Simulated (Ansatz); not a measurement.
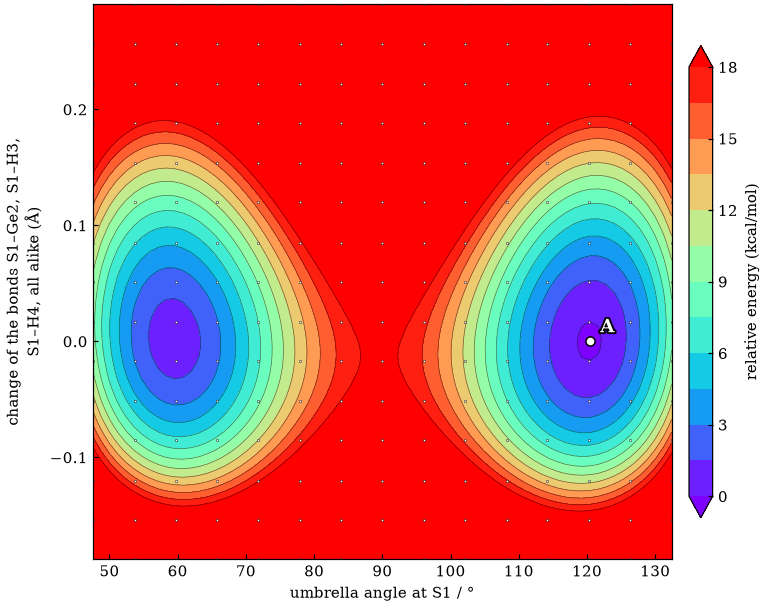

GeH5S, SMILES [SH2+][GeH3], charge +1. 
- Coordinates scanned: (1) umbrella angle at S1 (between each of its bonds and their common axis; 90 is planar); (2) change of the bonds S1–Ge2, S1–H3, S1–H4, all alike.
- Nothing is relaxed (all other coordinates rigid).
- The grid has 15 × 15 points.
- Points are written as (first, second).
- Energies are in kcal/mol, from the lowest grid point.
- Theory: RKS B3LYP-D4/def2-TZVP (Ansatz).

In the figure: filled contours, dots at the grid points, one colour for all values above the top of the scale, the well A. Between grid points the surface is interpolated.

Question: Estimate the position of the minimum and the force constants in these coordinates. Take the well at A.

Answer: The interpolated minimum is at the first coordinate ≈ 120.4°, the second coordinate ≈ 0.000 Å. The curvatures there are about 15 eV/rad² and 57 eV/Å², with a cross term of about −2 eV/(rad·Å). Round the minimum the two coordinates are weakly coupled (coupling −0.08 in units of the two stiffnesses). (1 eV is 23.1 kcal/mol.)
